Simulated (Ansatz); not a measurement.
**Geometry relaxation of C18H3B (part 2 of 3)**

Continued. System: C18H3B (slab, 22 atoms in the cell). Method: DFT PBE, scalar-relativistic, plane waves, PAW, PAW set soft_1, no spin polarisation (Ansatz 0.2.0); cutoff 420 eV, 2×2×1 k-mesh, Fermi–Dirac smearing of 0.05 eV. It belongs to a series of runs on one base structure; here: end point A relaxed.

Geometry of the input (Å; fractional positions):
```
7.3980  0.0000  0.0000
-3.6990  6.4069  0.0000
0.0000  0.0000  12.0000
C  0.0000  0.0000  0.0833
C  0.2222  0.1111  0.0833
C  0.0000  0.3333  0.0833
C  0.2222  0.4444  0.0833
C  -0.0000  0.6667  0.0833
C  0.2222  0.7778  0.0833
C  0.3333  0.0000  0.0833
C  0.5556  0.1111  0.0833
C  0.3333  0.3333  0.0833
C  0.5556  0.4444  0.0833
C  0.3333  0.6667  0.0833
C  0.5556  0.7778  0.0833
C  0.6667  0.0000  0.0833
C  0.8889  0.1111  0.0833
C  0.6667  0.3333  0.0833
C  0.8889  0.4444  0.0833
C  0.6667  0.6667  0.0833
C  0.8889  0.7778  0.0833
B  0.9659  0.8982  0.2075
H  0.7802  0.8074  0.2224
H  1.0567  0.8032  0.2224
H  1.0609  1.0839  0.2224
```

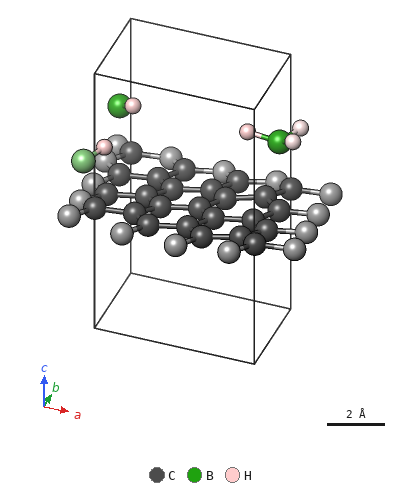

**Figure 1.** The geometry at step 4 of the log (ball-and-stick view of the cell of the calculation, with the vacuum cut short, seen slightly off an axis; neighbours outside the cell are drawn fainter).

```
Free energy (F): -4719.154197 eV
Harris-Foulkes:  -4719.154197 eV  (|F-HF|=2.42e-8)
Internal energy: -4719.098413 eV  (E = F + TS)
E sigma→0 (E₀):  -4719.126305 eV
Entropy (-TS):   -0.055784 eV (-2.536 meV/atom)
Fermi energy:    -1.075209 eV
--- Per-component energies (eV) ---
  E_band       = -770.407660
  E_kinetic    = 1678.425143
  E_local      = -16543.159822  (includes V_loc(G=0)·N_el)
  E_nonlocal   = 433.169964
[...]
  E_hartree    = 7458.904029
  E_xc         = -902.343854
  E_vxc        = -1110.402036  (∫ρ·V_xc dr)
  E_paw        = -1881.905243  (= ΣΔE_a)
  E_vpaw       = -146.253073  (= ΣTr[D̂ρ^β])
  E_aug_tail   = -0.002950  (compensation charges beyond the density's cutoff)
  E_ewald      = 5037.814320
  E_smearing   = -0.055784  (= −TS)
  E_closure    = 0.000000  (closes the sum)
  Σ components = -4719.154197   (vs F -4719.154197, Δ=0.00e0)
--- Forces (eV/Å), atoms counted from 1 ---
  atom   1  C      0.00326804     0.01519443     0.01273535
  atom   2  C     -0.00467293     0.00005295     0.00128772
  atom   3  C     -0.00098745     0.00232936    -0.00265726
  atom   4  C     -0.00026199    -0.00563161    -0.00167322
  atom   5  C     -0.01227992     0.00584033     0.00464986
  atom   6  C      0.00625418    -0.00471931    -0.00066948
  atom   7  C      0.00685059     0.00437093    -0.00193835
  atom   8  C      0.00018856    -0.00718504    -0.00057390
  atom   9  C      0.00243444     0.00282758    -0.00326135
  atom  10  C      0.00208267    -0.00494325    -0.00127100
  atom  11  C      0.00246297     0.00748389    -0.00096696
  atom  12  C     -0.01154817    -0.00567412    -0.00094872
  atom  13  C     -0.00753837     0.00449046    -0.00162789
  atom  14  C      0.00128374     0.00252197    -0.00019920
  atom  15  C      0.00126164     0.01012786    -0.00027923
  atom  16  C     -0.00313441    -0.00599233    -0.00167664
  atom  17  C      0.01356217     0.00358060     0.00374260
  atom  18  C      0.00096535    -0.02584002    -0.00354722
  atom  19  B      0.00048349    -0.00391001     0.00160707
  atom  20  H     -0.00821040    -0.00177326     0.00216497
  atom  21  H      0.00714268    -0.00144448     0.00105764
  atom  22  H      0.00039334     0.00828554    -0.00594208
  max |Σ_I F_I| component: 1.27e-5 eV/Å
--- Relaxed structure (13 steps of the walk, 13 accepted, 0 SCFs on fresh bases) ---
  F+E_penalty+E_count = -4719.15419744 eV   max|allowed force component| = 2.584e-2 eV/Å
  atoms:
    - { symbol: C, position: [-0.005581273374805658, -0.017391648979495314, 0.07121282048888213] }
    - { symbol: C, position: [0.21769184002029202, 0.09420998123608484, 0.06807237984242767] }
    - { symbol: C, position: [-0.00557288033960901, 0.3167042237771087, 0.06671723033349214] }
    - { symbol: C, position: [0.21713293395820002, 0.4280414939504803, 0.0665565635691549] }
    - { symbol: C, position: [-0.004900497663232362, 0.6497430692654947, 0.06657216847581253] }
    - { symbol: C, position: [0.2164813248543936, 0.7604972434213526, 0.06634614944533976] }
    - { symbol: C, position: [0.3279331073769069, -0.016638139966597142, 0.066510233209111] }
    - { symbol: C, position: [0.5505289770214, 0.0948284602651404, 0.06605458786817839] }
    - { symbol: C, position: [0.32857490261050637, 0.3166320331428853, 0.06670454965936168] }
    - { symbol: C, position: [0.5498728541535395, 0.42708684033716254, 0.0661940826413588] }
    - { symbol: C, position: [0.32775234701091166, 0.6492739815462084, 0.06614183158148174] }
    - { symbol: C, position: [0.5503989718003043, 0.7605706021429189, 0.06634198960086471] }
    - { symbol: C, position: [0.6617383039141315, -0.016706299330994365, 0.06651778967615322] }
    - { symbol: C, position: [0.8828214708980954, 0.09413646985982445, 0.06810003940538367] }
    - { symbol: C, position: [0.6610662167387599, 0.31591029936771015, 0.06628565069269873] }
    - { symbol: C, position: [0.8835798654839894, 0.42715850834203567, 0.0662110758040931] }
    - { symbol: C, position: [0.6610174608718101, 0.6498137452529746, 0.06656588499342601] }
    - { symbol: C, position: [0.8834867356634863, 0.7607493625475338, 0.06818027635033846] }
    - { symbol: B, position: [0.9899777394191982, 0.9745720706931612, 0.28867728183495955] }
    - { symbol: H, position: [0.8030515756222738, 0.8805999885458169, 0.2928809760811173] }
    - { symbol: H, position: [1.0837997576587635, 0.8814711105184699, 0.29305297428535104] }
    - { symbol: H, position: [1.0829179663006843, 1.1613418040647236, 0.29472786416101304] }
```

Trajectory as extended XYZ (Å, eV, eV/Å), 13 frames, from step=1 to step=13
```
22
Lattice="7.3980 0.0000 0.0000 -3.6990 6.4069 0.0000 0.0000 0.0000 12.0000" Properties=species:S:1:pos:R:3:forces:R:3 step=1 energy=-4715.97287
C     0.0000    0.0000    1.0000   -0.0070   0.3808  -2.0184
C     1.2330    0.7119    1.0000    2.3255   0.6544  -1.6393
C    -1.2330    2.1356    1.0000   -0.1278  -0.2065  -0.0015
C     0.0000    2.8475    1.0000    0.0372   0.3543   0.0821
C    -2.4660    4.2712    1.0000    1.7631  -1.2041  -1.4940
C    -1.2330    4.9831    1.0000    0.0642  -0.5143  -0.6634
C     2.4660    0.0000    1.0000   -0.5557   0.3365  -0.2508
C     3.6990    0.7119    1.0000   -0.0278   0.7908   0.0774
C     1.2330    2.1356    1.0000    0.1259  -0.1817  -0.0573
C     2.4660    2.8475    1.0000   -0.0241   0.2329  -0.0791
C     0.0000    4.2712    1.0000   -0.2096  -0.3376  -0.0049
C     1.2330    4.9831    1.0000    0.4477  -0.5002  -0.3558
C     4.9320    0.0000    1.0000    0.6493   0.3231  -0.0771
C     6.1650    0.7119    1.0000   -1.8784   0.4930  -1.0466
C     3.6990    2.1356    1.0000   -0.0652  -0.6622   0.0495
C     4.9320    2.8475    1.0000    0.1507   0.3168  -0.1353
C     2.4660    4.2712    1.0000   -1.8809  -0.9820  -1.2000
C     3.6990    4.9831    1.0000    0.0875   0.0112  -1.4091
B     3.8238    5.7543    2.4900   -0.4295  -0.5038   4.2961
H     2.7855    5.1728    2.6685    0.2709   0.6984   2.0982
H     4.8465    5.1459    2.6685   -0.4994   0.8852   1.7513
H     3.8393    6.9442    2.6685   -0.2170  -0.3861   2.0736
22
Lattice="7.3980 0.0000 0.0000 -3.6990 6.4069 0.0000 0.0000 0.0000 12.0000" Properties=species:S:1:pos:R:3:forces:R:3 step=2 energy=-4717.56274
C     0.0052    0.0020    1.0017    0.1085   0.1849  -1.3258
C     1.2572    0.7131    0.9249    0.7612   0.2017  -0.4497
C    -1.2327    2.1319    0.9737   -0.0848  -0.0980  -0.1974
C     0.0042    2.8418    0.9878    0.0030   0.2100  -0.0772
C    -2.4471    4.2619    0.9320    0.6970  -0.3107  -0.5529
C    -1.2227    4.9752    0.9357   -0.3317  -0.3257  -0.2501
C     2.4748   -0.0023    0.9516   -0.3748   0.2245  -0.2651
C     3.7039    0.7161    0.9877   -0.0011   0.3545  -0.0913
C     1.2414    2.1319    0.9681    0.1228  -0.1361  -0.1896
C     2.4685    2.8446    0.9693   -0.0961   0.1142  -0.1765
C     0.0035    4.2613    0.9750   -0.0137  -0.2777  -0.1637
C     1.2342    4.9753    0.9560    0.3857  -0.2881  -0.2061
C     4.9347   -0.0018    0.9701    0.4259   0.2020  -0.2003
C     6.1534    0.7133    0.9416   -0.6969   0.1174  -0.2022
C     3.7027    2.1323    0.9877    0.0052  -0.3478  -0.0647
C     4.9380    2.8450    0.9661    0.1322   0.1569  -0.1511
C     2.4549    4.2619    0.9417   -0.6379  -0.2010  -0.3344
C     3.7028    4.9825    1.0038    0.0927  -0.1585  -0.9362
B     3.7998    5.7569    2.5814   -0.3068  -0.4372   2.7964
H     2.7787    5.2034    2.8606    0.0320   0.3875   1.0716
H     4.8195    5.1935    2.8392   -0.1113   0.4459   0.8828
H     3.8113    6.9256    2.8399   -0.1112  -0.0189   1.0867
22
Lattice="7.3980 0.0000 0.0000 -3.6990 6.4069 0.0000 0.0000 0.0000 12.0000" Properties=species:S:1:pos:R:3:forces:R:3 step=3 energy=-4718.34089
C     0.0120   -0.0016    1.0078    0.0157   0.0466  -0.7201
C     1.2704    0.7114    0.8882   -0.1364  -0.1273   0.0612
C    -1.2306    2.1272    0.9285   -0.1101   0.0760  -0.1070
C     0.0083    2.8373    0.9469    0.0041   0.0586  -0.1841
C    -2.4351    4.2543    0.8857   -0.0521   0.1954   0.0752
C    -1.2227    4.9662    0.8891   -0.0918  -0.0974  -0.1479
C     2.4754   -0.0049    0.9037    0.0015   0.0879  -0.1233
C     3.7081    0.7163    0.9450    0.0178  -0.0571  -0.1584
C     1.2479    2.1273    0.9217    0.1615   0.0864  -0.1345
C     2.4712    2.8412    0.9247   -0.1275  -0.1239  -0.1147
C     0.0076    4.2514    0.9256    0.0625  -0.0343  -0.1502
C     1.2427    4.9672    0.9131    0.0507  -0.1028  -0.1301
C     4.9429   -0.0046    0.9287    0.0489   0.0948  -0.1156
C     6.1501    0.7106    0.9164    0.0808  -0.1438   0.0368
C     3.7068    2.1262    0.9520    0.0283  -0.0457  -0.1583
C     4.9442    2.8415    0.9221    0.1277  -0.1551  -0.1366
C     2.4534    4.2560    0.9078    0.0980   0.1922   0.0806
C     3.7095    4.9792    1.0113    0.0324  -0.1524  -0.6336
B     3.7741    5.7567    2.7082   -0.0964  -0.0326   1.6382
H     2.7553    5.2430    3.0501   -0.1170   0.0395   0.3898
H     4.8078    5.2446    3.0060    0.0567   0.0548   0.3343
H     3.7870    6.9186    3.0130   -0.0554   0.1398   0.4020
22
Lattice="7.3980 0.0000 0.0000 -3.6990 6.4069 0.0000 0.0000 0.0000 12.0000" Properties=species:S:1:pos:R:3:forces:R:3 step=4 energy=-4718.70109
C     0.0270   -0.0118    1.0365   -0.0217  -0.0385  -0.3102
C     1.2748    0.6968    0.9131    0.3193   0.1211  -0.3267
C    -1.2136    2.1208    0.8699   -0.0138   0.0892   0.0255
C     0.0265    2.8342    0.8640    0.0309  -0.0219  -0.0524
C    -2.4266    4.2572    0.9193    0.1832  -0.1371  -0.3429
C    -1.2116    4.9581    0.8406   -0.0412   0.0947   0.1796
C     2.4876   -0.0116    0.8541   -0.0837  -0.0201   0.1342
C     3.7252    0.7049    0.8538    0.0632   0.0706  -0.0686
C     1.2678    2.1202    0.8632   -0.0369   0.0919   0.1559
C     2.4892    2.8331    0.8703   -0.0347  -0.0630   0.0946
C     0.0267    4.2455    0.8300    0.0622  -0.0591  -0.0156
C     1.2666    4.9590    0.8554   -0.0215   0.0303   0.0371
C     4.9656   -0.0116    0.8691   -0.0198   0.0151   0.0087
C     6.1769    0.6975    0.9166   -0.3132   0.1190  -0.2993
C     3.7250    2.1153    0.8787    0.0577  -0.0059  -0.0850
C     4.9628    2.8340    0.8677   -0.0061  -0.1327   0.2044
C     2.4818    4.2571    0.9211   -0.2451  -0.1729  -0.2999
C     3.7259    4.9758    1.0469    0.0093  -0.1633  -0.4157
B     3.7045    5.7906    2.8923    0.0230   0.1483   1.0712
H     2.6756    5.2514    3.1941    0.0208   0.0080   0.0282
H     4.7449    5.2785    3.1928    0.0380  -0.0078   0.0834
H     3.6833    6.9702    3.1460    0.0306   0.0342   0.2007
22
Lattice="7.3980 0.0000 0.0000 -3.6990 6.4069 0.0000 0.0000 0.0000 12.0000" Properties=species:S:1:pos:R:3:forces:R:3 step=5 energy=-4718.93723
C     0.0288   -0.0388    0.9939   -0.0323  -0.0631  -0.2005
C     1.2735    0.6717    0.8965    0.1818   0.1975  -0.1512
C    -1.2122    2.0992    0.8565    0.0407   0.0632   0.0286
C     0.0291    2.8141    0.8547    0.0055  -0.0994  -0.0285
C    -2.4304    4.2376    0.8914    0.1874  -0.2062  -0.1574
C    -1.2112    4.9378    0.8477    0.0565   0.0965   0.0542
C     2.4871   -0.0334    0.8544    0.1084  -0.0816   0.0193
C     3.7280    0.6829    0.8378    0.0090  -0.0513   0.0010
C     1.2700    2.0993    0.8567   -0.0640   0.0335   0.0592
C     2.4906    2.8088    0.8512    0.0588  -0.0608   0.0721
C     0.0296    4.2237    0.8309   -0.0095   0.0790   0.0268
C     1.2696    4.9375    0.8461   -0.0665   0.1049   0.0174
C     4.9692   -0.0330    0.8535   -0.1660  -0.1028  -0.0245
C     6.1812    0.6725    0.8908   -0.1294   0.1720  -0.1259
C     3.7279    2.0910    0.8506    0.0104   0.0975   0.0075
C     4.9650    2.8086    0.8524   -0.0575  -0.0545   0.0907
C     2.4886    4.2369    0.8858   -0.1993  -0.1916  -0.1358
C     3.7279    4.9525    0.9748   -0.0073  -0.1650  -0.3943
B     3.6956    5.9065    3.0551    0.0074   0.3088   0.5519
H     2.6575    5.3279    3.2428    0.1140   0.0167   0.0258
H     4.7474    5.3597    3.2505   -0.0685  -0.0009   0.0659
H     3.6733    7.1025    3.2216    0.0208  -0.0924   0.2052
22
Lattice="7.3980 0.0000 0.0000 -3.6990 6.4069 0.0000 0.0000 0.0000 12.0000" Properties=species:S:1:pos:R:3:forces:R:3 step=6 energy=-4719.04300
C     0.0278   -0.0533    0.9777   -0.0585   0.0538  -0.1371
C     1.2715    0.6583    0.8817    0.0631   0.1906  -0.1266
C    -1.2141    2.0875    0.8265    0.1352   0.0211   0.0508
C     0.0280    2.8029    0.8174    0.0164  -0.1733   0.0355
C    -2.4312    4.2255    0.8735   -0.0305  -0.2137  -0.1766
C    -1.2139    4.9245    0.8212    0.2086   0.2114   0.0664
C     2.4853   -0.0456    0.8260    0.1574  -0.1676   0.0493
C     3.7267    0.6694    0.7991    0.0047  -0.0951   0.0247
C     1.2700    2.0875    0.8286   -0.1745   0.0053   0.0803
C     2.4888    2.7946    0.8234    0.1614  -0.0425   0.0770
C     0.0288    4.2113    0.7929   -0.0457   0.1229   0.0555
C     1.2693    4.9242    0.8118   -0.1401   0.2005   0.0740
C     4.9682   -0.0456    0.8172   -0.2043  -0.1655   0.0300
C     6.1802    0.6590    0.8683    0.0523   0.1480  -0.0340
C     3.7271    2.0767    0.8174    0.0045   0.2023   0.0367
C     4.9649    2.7944    0.8252   -0.1566  -0.0267   0.0953
C     2.4877    4.2247    0.8619    0.0008  -0.1669  -0.1232
C     3.7272    4.9394    0.9481   -0.0172  -0.2590  -0.3825
B     3.7014    5.9743    3.2007   -0.0567   0.2686   0.4755
H     2.6579    5.3808    3.3258    0.1704   0.0294  -0.0461
H     4.7534    5.4071    3.3460   -0.1079   0.0006  -0.0404
H     3.6810    7.1675    3.4052    0.0170  -0.1436  -0.0738
22
Lattice="7.3980 0.0000 0.0000 -3.6990 6.4069 0.0000 0.0000 0.0000 12.0000" Properties=species:S:1:pos:R:3:forces:R:3 step=7 energy=-4719.13131
C     0.0257   -0.0747    0.9126   -0.0089  -0.0460  -0.1246
C     1.2679    0.6393    0.8496   -0.0298   0.0446  -0.0418
C    -1.2139    2.0673    0.8165    0.0694  -0.0290   0.0287
C     0.0260    2.7813    0.8102    0.0024   0.0000   0.0056
C    -2.4351    4.2015    0.8318   -0.0091  -0.0498  -0.0735
C    -1.2129    4.9067    0.8066    0.0698   0.0954   0.0252
C     2.4865   -0.0679    0.8110    0.0499  -0.0781   0.0096
C     3.7248    0.6464    0.7939   -0.0087   0.0116   0.0345
C     1.2657    2.0672    0.8179   -0.0805  -0.0217   0.0259
C     2.4885    2.7728    0.8104    0.0622  -0.0134   0.0208
C     0.0262    4.1945    0.7912   -0.0257  -0.0457   0.0549
C     1.2641    4.9065    0.8013   -0.0401   0.0931   0.0390
C     4.9625   -0.0683    0.8060   -0.0328  -0.0585   0.0149
C     6.1811    0.6394    0.8442    0.0402   0.0346  -0.0196
C     3.7252    2.0579    0.8069   -0.0186   0.0334   0.0153
C     4.9611    2.7726    0.8117   -0.0452  -0.0006   0.0145
C     2.4868    4.2015    0.8268   -0.0011  -0.0493  -0.0600
C     3.7248    4.9136    0.8718   -0.0016   0.0019  -0.1129
B     3.7084    6.0752    3.3732   -0.0081   0.1000  -0.1047
H     2.6684    5.4678    3.4080    0.1303   0.0619   0.0841
H     4.7587    5.4877    3.4215   -0.1195   0.0531   0.0808
H     3.6955    7.2769    3.4723    0.0052  -0.1378   0.0800
```
